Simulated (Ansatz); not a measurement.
# U-r2SCAN/def2-SVP run of C2H3Cl2Si (SMILES [H]/[C]=C/[SiH](Cl)Cl)

Aim: the vertical ionisation energy of C2H3Cl2Si at U-r2SCAN/def2-SVP, from 2 runs. 

The results are computed with Ansatz 0.2.0.

61 further runs of the same task are left out: 61 set aside as unsound or not needed.

### 1 Starting point

The species is C2H3Cl2Si (8 atoms), meant as a doublet with charge 0. SMILES: `[H]/[C]=C/[SiH](Cl)Cl`. The coordinates come from a PBE0-D4/def2-TZVP relaxation. This is one conformer, not always the lowest.

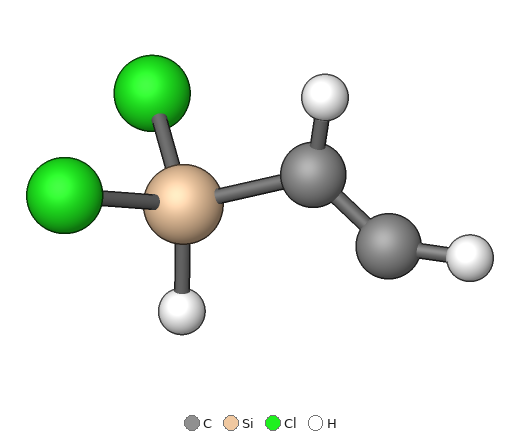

Viewed from a chosen angle; carbon grey, silicon light orange, chlorine green, hydrogen white.

### 2 The energy at U-r2SCAN/def2-SVP

input.yaml

```yaml
crystal:
  periodic: [false, false, false]
  atoms:
    - {symbol: C, position_ang: [-0.467200, 1.549800, 0.659300]}
    - {symbol: C, position_ang: [-0.193600, 0.279100, 0.737900]}
    - {symbol: Si, position_ang: [0.301600, -0.635800, -0.791100]}
    - {symbol: Cl, position_ang: [-1.013100, -2.166600, -1.130900]}
    - {symbol: Cl, position_ang: [2.164100, -1.443500, -0.534600]}
    - {symbol: H, position_ang: [-0.772500, 2.376400, 1.285600]}
    - {symbol: H, position_ang: [-0.249600, -0.262100, 1.689000]}
    - {symbol: H, position_ang: [0.322500, 0.245600, -1.971100]}
basis:
  gaussian:
    orbitals: def2-SVP
magnetization:
  spin_polarized: true
  initial_magnetization: 1
hamiltonian:
  xc: {name: r2SCAN}
accuracy: high
output:
  orbitals: {seedname: orbitals}
```

Command:

```sh
$ ansatz run input.yaml --threads 1 --pin off --max-ram 3480MiB --events-out events.jsonl --progress --plain --runs-dir runs
```

Output:

```text
Warning: RAYON_NUM_THREADS=1 ignored (pool sized by the plan → 1); use --threads N
Functional definition: r2SCAN
  name "r2SCAN"
  parameter k0 = 0.174
  parameter k1 = 0.065
  parameter a1 = 4.9479
  exchange = r2scan_x(k0 = k0, k1 = k1, a1 = a1)
  correlation = r2scan_c
2058 factors; integrals over basis functions are off by at most 5.3e-9 eV
mean field evaluation 1: about -35025.6791 eV, gradient 2.9e1 eV
mean field evaluation 2: about -35022.0978 eV, gradient 3.8e1 eV
mean field evaluation 4: about -35030.4867 eV, gradient 1.3e0 eV
mean field evaluation 8: about -35030.4887 eV, gradient 1.1e-1 eV
mean field evaluation 16: about -35030.4891 eV, gradient 3.0e-4 eV
mean field -35030.48913116 eV, -1287.3467310516 hartree, gradient 1.6e-8 eV, S^2 0.765069; 0 other end points of the search recorded, 0 dependent functions left out
reference -35030.48913271 eV, -1287.3467311089 hartree; 32, 31 occupied and 65, 66 virtual orbitals, 2058 factors
Total energy: -35030.48913271 eV, -1287.3467311089 hartree
```

It took 32 s on 1 thread of Arm Neoverse V1, shared host; peak memory 0.48 GiB.

### 3 The singlet cation, same level

molecule.yaml

```yaml
crystal:
  periodic: [false, false, false]
  atoms:
    - symbol: C
      position_ang: [-0.467200, 1.549800, 0.659300]
    - symbol: C
      position_ang: [-0.193600, 0.279100, 0.737900]
    - symbol: Si
      position_ang: [0.301600, -0.635800, -0.791100]
    - symbol: Cl
      position_ang: [-1.013100, -2.166600, -1.130900]
    - symbol: Cl
      position_ang: [2.164100, -1.443500, -0.534600]
    - symbol: H
      position_ang: [-0.772500, 2.376400, 1.285600]
    - symbol: H
      position_ang: [-0.249600, -0.262100, 1.689000]
    - symbol: H
      position_ang: [0.322500, 0.245600, -1.971100]
basis:
  gaussian:
    orbitals: def2-SVP
total_charge: 1
magnetization:
  spin_polarized: false
  initial_magnetization: 0
hamiltonian:
  xc: {name: r2SCAN}
accuracy: high
output: {orbitals: {seedname: orbitals}}
```

Command:

```sh
$ ansatz run molecule.yaml --threads 1 --pin off --max-ram 3480MiB --events-out events.jsonl --progress --plain --runs-dir runs
```

Output:

```text
Warning: RAYON_NUM_THREADS=1 ignored (pool sized by the plan → 1); use --threads N
Functional definition: r2SCAN
  name "r2SCAN"
  parameter k0 = 0.174
  parameter k1 = 0.065
  parameter a1 = 4.9479
  exchange = r2scan_x(k0 = k0, k1 = k1, a1 = a1)
  correlation = r2scan_c
2057 factors; integrals over basis functions are off by at most 5.3e-9 eV
mean field evaluation 1: about -35015.2527 eV, gradient 4.8e1 eV
mean field evaluation 2: about -34988.6625 eV, gradient 9.8e1 eV
mean field evaluation 4: about -35021.0979 eV, gradient 3.1e0 eV
mean field evaluation 8: about -35021.1311 eV, gradient 4.7e-1 eV
mean field evaluation 16: about -35021.1229 eV, gradient 4.1e-4 eV
mean field evaluation 32: about -35021.0024 eV, gradient 1.5e0 eV
mean field -35021.12293973 eV, -1287.0025298652 hartree, gradient 4.3e-8 eV, S^2 0.000000; 3 other end points of the search recorded, 0 dependent functions left out
reference -35021.12294036 eV, -1287.0025298885 hartree; 31, 31 occupied and 66, 66 virtual orbitals, 2057 factors
Total energy: -35021.12294036 eV, -1287.0025298885 hartree
```

Wall time 20 s (1 thread of Arm Neoverse V1, shared host); peak memory 0.31 GiB.

### 4 What came out

At U-r2SCAN/def2-SVP:

```
                                             quantity           value
                      doublet C2H3Cl2Si: total energy  -1287.34673 Eh
doublet C2H3Cl2Si: HOMO energy (highest over α and β)        -6.14 eV
 doublet C2H3Cl2Si: LUMO energy (lowest over α and β)        -2.73 eV
                              doublet C2H3Cl2Si: ⟨S²⟩           0.765
                         singlet cation: total energy  -1287.00253 Eh
                          singlet cation: HOMO energy       -12.76 eV
                          singlet cation: LUMO energy       -12.04 eV
                        singlet cation: HOMO–LUMO gap         0.73 eV
   vertical ionisation energy (to the singlet cation)        9.366 eV
```

In words: The vertical ionisation energy comes to 9.37 eV (216 kcal/mol). Only the singlet of the ionised species was computed; a triplet could lie lower.
